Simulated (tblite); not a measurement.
**C2H9ClFSi3: geometry relaxation (part 1 of 3)**

C2H9ClFSi3, multiplicity 2, computed with GFN2-xTB geometry optimisation, gas phase (tblite 0.8.0).

It belongs to a series of runs on one base structure; here: H removed from sp3 C.

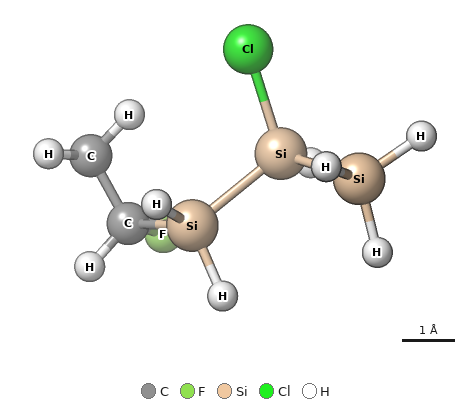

**Figure 1.** The structure as given in the input (ball-and-stick view, seen at a tilt).

## Input
```
{"job": {"kind": "relax", "xc": "GFN2-xTB", "basis": "xTB"}, "charge": 0, "multiplicity": 2}
C     -2.783000     0.598900     0.023800
C     -2.150200    -0.746200     0.141200
F     -2.021300    -1.339400    -1.088400
Si    -0.454300    -0.600600     0.892300
Si     1.003600     0.401400    -0.448400
Si     3.016000     0.131400     0.491500
Cl     0.536300     2.445900    -0.667900
H     -3.203000     0.949600     1.006700
H     -1.981800     1.314200    -0.275000
H     -2.763700    -1.383200     0.846200
H     -0.565700     0.199600     2.111600
H      0.115000    -1.937400     1.209800
H      0.972100    -0.192000    -1.789900
H      3.240400    -1.311000     0.641800
H      2.983400     0.779600     1.810800
H      4.048500     0.698100    -0.382700
```

The first line tells a small driver script what to run in tblite; the rest is the geometry in Å.

Command:
```bash
OMP_NUM_THREADS=1 python <driver script> task.json out
```

## What the program printed
```
step      E/eV     max force
  0    -632.53394    2.765
  1    -632.84616    1.646
  2    -633.00546    0.838
  3    -633.07316    0.743
  4    -633.17798    0.810
  5    -633.23136    0.669
  6    -633.26125    0.458
  7    -633.28371    0.337
  8    -633.30380    0.459
  9    -633.32436    0.492
 10    -633.34341    0.355
 11    -633.36008    0.342
 12    -633.37124    0.277
 13    -633.37806    0.235
 14    -633.38502    0.193
 15    -633.39209    0.201
 16    -633.39870    0.232
 17    -633.40493    0.244
 18    -633.41051    0.285
 19    -633.41568    0.191
 20    -633.42119    0.229
 21    -633.42580    0.191
 22    -633.42971    0.157
 23    -633.43388    0.158
 24    -633.43815    0.176
 25    -633.44234    0.183
 26    -633.44623    0.163
 27    -633.44976    0.128
 28    -633.45288    0.116
 29    -633.45508    0.090
 30    -633.45630    0.079
 31    -633.45729    0.096
 32    -633.45858    0.113
 33    -633.46060    0.143
 34    -633.46275    0.114
 35    -633.46438    0.082
 36    -633.46548    0.088
 37    -633.46661    0.090
 38    -633.46817    0.117
 39    -633.46983    0.099
 40    -633.47091    0.076
 41    -633.47146    0.067
 42    -633.47189    0.054
 43    -633.47248    0.060
 44    -633.47321    0.066
 45    -633.47382    0.046
 46    -633.47418    0.034
 47    -633.47443    0.045
 48    -633.47474    0.048
 49    -633.47515    0.049
 50    -633.47559    0.049
 51    -633.47598    0.050
 52    -633.47633    0.048
 53    -633.47674    0.058
 54    -633.47723    0.058
 55    -633.47760    0.037
 56    -633.47779    0.030
 57    -633.47790    0.029
 58    -633.47806    0.037
 59    -633.47832    0.050
 60    -633.47865    0.047
 61    -633.47889    0.030
 62    -633.47899    0.018
 63    -633.47904    0.020
 64    -633.47911    0.022
 65    -633.47925    0.031
 66    -633.47945    0.038
 67    -633.47966    0.037
 68    -633.47983    0.027
 69    -633.47996    0.026
 70    -633.48013    0.039
 71    -633.48040    0.055
 72    -633.48077    0.061
 73    -633.48114    0.046
 74    -633.48142    0.033
 75    -633.48160    0.031
 76    -633.48174    0.031
 77    -633.48187    0.027
 78    -633.48196    0.021
 79    -633.48203    0.024
 80    -633.48211    0.027
 81    -633.48221    0.030
 82    -633.48233    0.033
 83    -633.48241    0.025
 84    -633.48246    0.015
 85    -633.48249    0.020
 86    -633.48254    0.022
 87    -633.48262    0.030
 88    -633.48272    0.032
 89    -633.48282    0.029
 90    -633.48289    0.020
 91    -633.48294    0.015
 92    -633.48299    0.020
 93    -633.48305    0.021
 94    -633.48314    0.033
 95    -633.48328    0.040
 96    -633.48345    0.039
 97    -633.48358    0.025
 98    -633.48364    0.015
 99    -633.48367    0.013
100    -633.48369    0.014
101    -633.48373    0.022
102    -633.48381    0.033
103    -633.48395    0.044
104    -633.48417    0.050
105    -633.48446    0.049
106    -633.48475    0.042
107    -633.48499    0.037
108    -633.48521    0.040
109    -633.48550    0.052
110    -633.48601    0.081
111    -633.48696    0.113
112    -633.48826    0.150
113    -633.48965    0.134
114    -633.48655    0.238
115    -633.49106    0.052
116    -633.49140    0.058
117    -633.49182    0.057
118    -633.49239    0.064
119    -633.49309    0.075
120    -633.49456    0.109
121    -633.49622    0.129
122    -633.49788    0.125
123    -633.49867    0.086
124    -633.49731    0.158
125    -633.49982    0.093
126    -633.50011    0.041
127    -633.50042    0.034
128    -633.50083    0.051
129    -633.50111    0.061
130    -633.50160    0.070
131    -633.50227    0.113
132    -633.50306    0.090
133    -633.50394    0.071
134    -633.50455    0.077
135    -633.50529    0.092
136    -633.50640    0.064
137    -633.50704    0.060
138    -633.50797    0.059
139    -633.50902    0.067
140    -633.50630    0.224
141    -633.51059    0.077
142    -633.51141    0.074
143    -633.51218    0.200
144    -633.51368    0.069
145    -633.51474    0.057
146    -633.51676    0.107
147    -633.51801    0.066
148    -633.51893    0.063
149    -633.51972    0.168
150    -633.51993    0.218
151    -633.52157    0.080
152    -633.52252    0.086
153    -633.52349    0.075
154    -633.52575    0.092
155    -633.52687    0.120
156    -633.52854    0.098
157    -633.53175    0.121
158    -633.53644    0.229
159    -633.54032    0.274
160    -633.54631    0.206
161    -633.55127    0.164
162    -633.55622    0.170
163    -633.56127    0.133
164    -633.56404    0.116
165    -633.56610    0.106
166    -633.56768    0.120
167    -633.56949    0.110
168    -633.57123    0.119
169    -633.57274    0.107
170    -633.57461    0.079
171    -633.57692    0.110
172    -633.57931    0.100
173    -633.58033    0.087
174    -633.58129    0.054
175    -633.58206    0.070
176    -633.58276    0.062
177    -633.58359    0.062
178    -633.58447    0.057
179    -633.58557    0.064
180    -633.58641    0.057
181    -633.58698    0.043
182    -633.58738    0.046
183    -633.58773    0.035
184    -633.58801    0.033
185    -633.58819    0.026
186    -633.58830    0.023
187    -633.58841    0.020
188    -633.58851    0.019
189    -633.58859    0.022
190    -633.58865    0.020
191    -633.58871    0.020
192    -633.58876    0.018
193    -633.58880    0.014
194    -633.58883    0.011
195    -633.58886    0.008
```

## Trajectory as extended XYZ (Å, eV, eV/Å), 30 of the 196 frames kept, from step=0 to step=195
```
16
Properties=species:S:1:pos:R:3:forces:R:3 step=0 energy=-632.53394
C    -2.7830    0.5989    0.0238    1.9090   0.5820   1.9140
C    -2.1502   -0.7462    0.1412   -2.6590   0.2360   0.5330
F    -2.0213   -1.3394   -1.0884    0.0040  -0.4680  -0.1340
Si   -0.4543   -0.6006    0.8923    0.8610  -0.5400   1.4490
Si    1.0036    0.4014   -0.4484   -0.2090   1.3220  -1.5770
Si    3.0160    0.1314    0.4915    0.9660   0.0500   0.2860
Cl    0.5363    2.4459   -0.6679    0.2050  -0.7460   0.0070
H    -3.2030    0.9496    1.0067    0.0250  -0.4630  -1.2100
H    -1.9818    1.3142   -0.2750   -1.2830  -0.1510  -0.5570
H    -2.7637   -1.3832    0.8462    0.2500   0.0420  -1.1180
H    -0.5657    0.1996    2.1116   -0.1880  -0.1630   0.2490
H     0.1150   -1.9374    1.2098   -0.3430   0.1900   0.0590
H     0.9721   -0.1920   -1.7899   -0.0550   0.1610  -0.1510
H     3.2404   -1.3110    0.6418    0.1320   0.1240   0.0830
H     2.9834    0.7796    1.8108    0.2570  -0.1130  -0.0760
H     4.0485    0.6981   -0.3827    0.1280  -0.0620   0.2440
16
Properties=species:S:1:pos:R:3:forces:R:3 step=7 energy=-633.28371
C    -2.5946    0.6322    0.2079   -0.1350  -0.2410  -0.0170
C    -2.1947   -0.7640    0.1971   -0.2140   0.1070  -0.0560
F    -2.0488   -1.3501   -1.0636    0.0710   0.2560  -0.0170
Si   -0.4056   -0.6074    0.9645   -0.1130  -0.1620   0.1380
Si    1.0131    0.4356   -0.5355   -0.1330  -0.0140   0.0000
Si    3.0592    0.1531    0.4720    0.1950   0.0270  -0.0010
Cl    0.5495    2.4284   -0.7043    0.0550  -0.1640  -0.0860
H    -3.2790    0.9581    0.9706    0.1140   0.0360  -0.1180
H    -2.1348    1.3627   -0.4372   -0.2220  -0.2540   0.0100
H    -2.8722   -1.4460    0.7272    0.1400   0.2930   0.0490
H    -0.6069    0.1522    2.2087    0.0040  -0.2150   0.0190
H     0.0736   -1.9741    1.2612   -0.0430   0.1230   0.0770
H     0.9469   -0.1512   -1.8821   -0.0600   0.1520  -0.0060
H     3.2816   -1.2838    0.6638    0.0730   0.0740  -0.0090
H     3.0603    0.7618    1.8091    0.1120  -0.0130  -0.0950
H     4.1449    0.7013   -0.3359    0.1560  -0.0050   0.1100
16
Properties=species:S:1:pos:R:3:forces:R:3 step=13 energy=-633.37806
C    -2.6085    0.6311    0.2293   -0.1790   0.0370  -0.0880
C    -2.2173   -0.7509    0.1986    0.0760   0.0570   0.1070
F    -2.0356   -1.2655   -1.0804   -0.0660  -0.0270   0.0020
Si   -0.4260   -0.6348    0.9994   -0.0020   0.0140  -0.0220
Si    1.0019    0.4039   -0.5287    0.1590  -0.1360   0.1080
Si    3.1066    0.1719    0.4402    0.0250  -0.0180   0.0040
Cl    0.5673    2.3834   -0.7538   -0.0490   0.1420   0.0190
H    -3.2959    0.9856    0.9661   -0.0050   0.0310   0.0900
H    -2.2656    1.2981   -0.5287   -0.0090   0.1240  -0.1650
H    -2.9006   -1.4141    0.7290    0.0790  -0.0980  -0.0480
H    -0.6299    0.0532    2.2791   -0.0410  -0.0440   0.0090
H     0.0534   -1.9862    1.3234   -0.0060  -0.0540  -0.0070
H     0.9081   -0.0792   -1.9169   -0.0250  -0.0600   0.1060
H     3.3355   -1.2565    0.6658    0.0550  -0.0300  -0.0630
H     3.1383    0.7622    1.7830    0.0000   0.0660  -0.0380
H     4.2608    0.7068   -0.2819   -0.0110  -0.0040  -0.0140
16
Properties=species:S:1:pos:R:3:forces:R:3 step=20 energy=-633.42119
C    -2.7210    0.6364    0.1634    0.0500   0.1200  -0.0240
C    -2.2216   -0.7081    0.1995    0.0040  -0.0450  -0.0300
F    -2.0465   -1.2351   -1.0728    0.1380  -0.0930  -0.1570
Si   -0.4166   -0.6540    1.0180   -0.0460   0.1220  -0.1000
Si    1.0354    0.3924   -0.4836    0.0570   0.0100   0.0250
Si    3.1656    0.1673    0.4386   -0.0970   0.0360  -0.0760
Cl    0.5657    2.3737   -0.7439    0.0100  -0.0120   0.0860
H    -3.2792    1.0283    0.9857   -0.0270   0.0210   0.0570
H    -2.3664    1.3041   -0.5991   -0.1120  -0.0240   0.0140
H    -2.8565   -1.4216    0.7244   -0.0690   0.0210   0.1270
H    -0.6643   -0.0135    2.3117   -0.0250   0.0440   0.0480
H     0.0307   -2.0123    1.3358   -0.0230  -0.1140  -0.0350
H     0.8812   -0.0967   -1.8626    0.0260  -0.0880   0.0670
H     3.3985   -1.2652    0.6311    0.0540   0.0010   0.0140
H     3.1740    0.8017    1.7584    0.0400  -0.0100   0.0500
H     4.3134    0.7115   -0.2812    0.0180   0.0110  -0.0660
16
Properties=species:S:1:pos:R:3:forces:R:3 step=27 energy=-633.44976
C    -2.7732    0.6453    0.1342    0.0190   0.0720  -0.0600
C    -2.2266   -0.6828    0.1777    0.0390   0.0620   0.0890
F    -2.0052   -1.2360   -1.0785   -0.0970   0.0400   0.0380
Si   -0.4312   -0.6503    1.0284    0.0340   0.0820  -0.0110
Si    1.0640    0.3826   -0.4363   -0.0710   0.0520   0.0360
Si    3.2141    0.1813    0.4232   -0.0390  -0.0010  -0.0210
Cl    0.5735    2.3670   -0.6772    0.0400  -0.1180   0.0300
H    -3.2586    1.0522    0.9996    0.0170  -0.0900  -0.0310
H    -2.5317    1.3099   -0.6730   -0.0010  -0.0740  -0.0030
H    -2.8454   -1.3874    0.7391   -0.0390  -0.0530  -0.0770
H    -0.7063   -0.0518    2.3374   -0.0040   0.0440   0.0310
H    -0.0343   -2.0362    1.3009   -0.0250  -0.0550  -0.0190
H     0.8828   -0.1721   -1.7855    0.0390   0.0140  -0.0110
H     3.4831   -1.2438    0.6101    0.0240  -0.0460   0.0230
H     3.2379    0.8113    1.7437    0.0610   0.0120   0.0610
H     4.3494    0.7196   -0.3202    0.0030   0.0590  -0.0740
16
Properties=species:S:1:pos:R:3:forces:R:3 step=34 energy=-633.46275
C    -2.7878    0.6523    0.1221   -0.0080  -0.0160   0.0560
C    -2.2260   -0.6699    0.1787   -0.0970   0.0270  -0.0230
F    -2.0172   -1.2148   -1.0833    0.0200  -0.0050   0.0620
Si   -0.4422   -0.6426    1.0507   -0.0360  -0.0580  -0.0120
Si    1.0764    0.3638   -0.4001   -0.0340   0.0490   0.0570
Si    3.2412    0.1858    0.4188    0.0890  -0.0220   0.0670
Cl    0.5890    2.3427   -0.6349    0.0120  -0.0200   0.0050
H    -3.2590    1.0516    0.9976    0.0010   0.0230  -0.0520
H    -2.6104    1.2834   -0.7239    0.0180   0.0240  -0.0010
H    -2.8594   -1.3770    0.7248    0.0350  -0.0350  -0.0220
H    -0.7226   -0.0457    2.3652    0.0180  -0.0290  -0.0670
H    -0.0881   -2.0537    1.2726   -0.0160   0.0420   0.0410
H     0.9091   -0.1921   -1.7486    0.0150  -0.0040  -0.0450
H     3.5373   -1.2386    0.6093    0.0170   0.0450  -0.0140
H     3.3134    0.8123    1.7458    0.0350  -0.0150  -0.0480
H     4.3387    0.7515   -0.3714   -0.0690  -0.0060  -0.0030
16
Properties=species:S:1:pos:R:3:forces:R:3 step=40 energy=-633.47091
C    -2.8151    0.6553    0.1128   -0.0260  -0.0090  -0.0260
C    -2.2524   -0.6641    0.1754    0.0410  -0.0130  -0.0030
F    -2.0225   -1.2052   -1.0831   -0.0170  -0.0100  -0.0180
Si   -0.4670   -0.6513    1.0498    0.0240  -0.0320   0.0150
Si    1.0873    0.3497   -0.3566    0.0130  -0.0130  -0.0570
Si    3.2696    0.1819    0.4316   -0.0400   0.0200  -0.0120
Cl    0.6038    2.3251   -0.6001    0.0000   0.0270   0.0150
H    -3.2706    1.0804    0.9830   -0.0130  -0.0170   0.0030
H    -2.6452    1.2721   -0.7471    0.0220  -0.0050   0.0260
H    -2.8650   -1.3941    0.7149   -0.0560   0.0520   0.0010
H    -0.7254   -0.0452    2.3605   -0.0220  -0.0070  -0.0020
H    -0.1336   -2.0638    1.2777   -0.0100   0.0010   0.0360
H     0.9454   -0.1954   -1.7182    0.0130   0.0090   0.0310
H     3.5940   -1.2359    0.6034    0.0340   0.0180  -0.0080
H     3.3972    0.8176    1.7457    0.0240  -0.0050   0.0030
H     4.2919    0.7819   -0.4264    0.0120  -0.0180  -0.0040
16
Properties=species:S:1:pos:R:3:forces:R:3 step=47 energy=-633.47443
C    -2.8277    0.6530    0.1051    0.0280   0.0120  -0.0210
C    -2.2613   -0.6641    0.1726    0.0070  -0.0170  -0.0050
F    -2.0317   -1.2096   -1.0847   -0.0100  -0.0090  -0.0120
Si   -0.4717   -0.6629    1.0492   -0.0310  -0.0070   0.0090
Si    1.0903    0.3474   -0.3475   -0.0070  -0.0320  -0.0040
Si    3.2741    0.1871    0.4337    0.0120   0.0050  -0.0140
Cl    0.6108    2.3268   -0.5780   -0.0070   0.0010   0.0110
H    -3.2840    1.0776    0.9753   -0.0120  -0.0100  -0.0080
H    -2.6391    1.2727   -0.7482    0.0100   0.0250   0.0120
H    -2.8894   -1.3824    0.7092    0.0010  -0.0070   0.0210
H    -0.7361   -0.0460    2.3537   -0.0160   0.0050   0.0080
H    -0.1541   -2.0747    1.3030   -0.0030   0.0080   0.0030
H     0.9666   -0.1954   -1.7110   -0.0060   0.0150   0.0190
H     3.6310   -1.2224    0.5966    0.0030  -0.0230  -0.0060
H     3.4421    0.8164    1.7453   -0.0060   0.0160   0.0060
H     4.2725    0.7855   -0.4508    0.0370   0.0170  -0.0180
```
